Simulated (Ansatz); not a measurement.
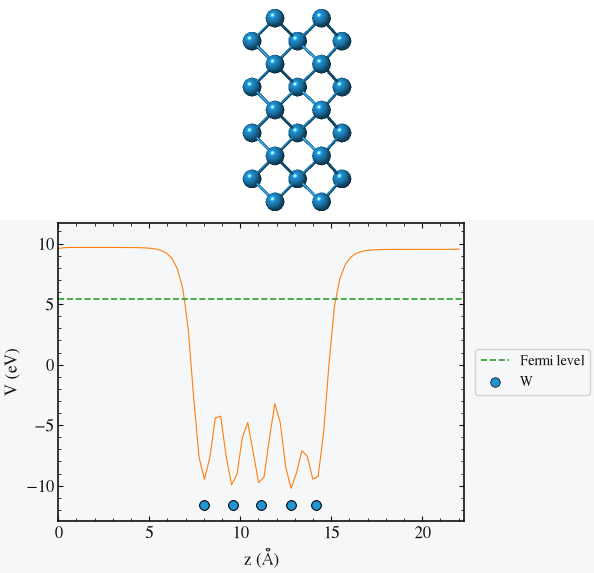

Plane-averaged electrostatic potential energy of an electron across the slab; circles at the bottom mark the heights of the atoms (positions after relaxation). The structure is drawn too. System: a (100) slab cut from W (Im-3m), 20 atoms in the cell. Method: DFT PBE+D3(BJ), scalar-relativistic, plane waves, PAW, no spin polarisation, 3×3×1 k mesh, 420 eV cutoff (Ansatz 0.2.0).

The work function is 4.07 eV at the right face and 4.22 eV at the left. The vacuum levels differ by 0.16 eV, so the slab carries a dipole along its normal. Some atoms were held fixed in the relaxation, which can itself make the faces differ. The outermost atoms are 6.2 Å apart, which leaves 16.1 Å of vacuum in a cell 22.3 Å high.

Spin-orbit coupling is left out, which matters for W.
